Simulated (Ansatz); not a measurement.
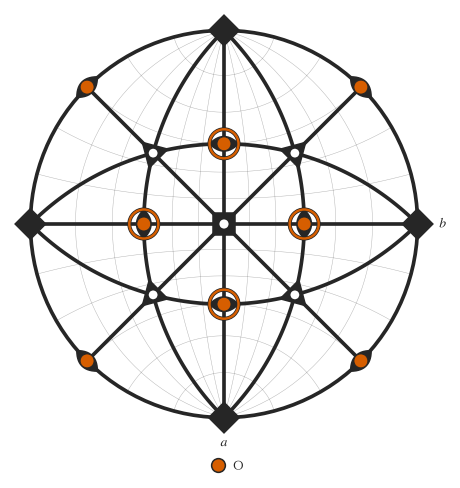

Directions from one strontium atom at (0, 0, 0) to its bonded neighbours, in stereographic projection down c (filled: above the plane of the page or in it, open: below). Crystal: SrTiO3, the end point of a relaxation with Ansatz, DFT, PBE, plane waves, PAW; the starting structure was generated, so it need not be a known form of this composition. Symmetry computed with spglib at a tolerance of 0.002 Å; standard conventional cell.

Neighbours are counted up to 3.18 Å for O; other elements are left out. The symmetry elements of the site are drawn in: heavy lines are mirror planes (a heavy rim: a mirror in the plane of the page); lens, triangle, square and hexagon are 2-, 3-, 4- and 6-fold axes, a lens in an open square is −4, a triangle in an open hexagon −6; thin dashed diameters join the ends of axes that lie in the page; a small open circle marks inversion.

```
Sr Ti O
1.0
     3.93643    0.00000    0.00000
     0.00000    3.93643    0.00000
     0.00000    0.00000    3.93643
Sr Ti O
1 1 3
Direct
  0.00000 0.00000 0.00000
  0.50000 0.50000 0.50000
  0.50000 0.50000 0.00000
  0.50000 0.00000 0.50000
  0.00000 0.50000 0.50000
```

> How many neighbours are there, and at what angles?

12: 12 O at 2.78 Å. Angles between bonds: 60° (24×), 90° (12×), 120° (24×), 180° (6×).

> What is the site's symmetry in the crystal?

Point group m-3m (Oh), order 48: three fourfold axes, four threefold axes, six twofold axes, nine mirror planes, an inversion centre. In No. 221, Pm-3m this is Wyckoff position 1a.
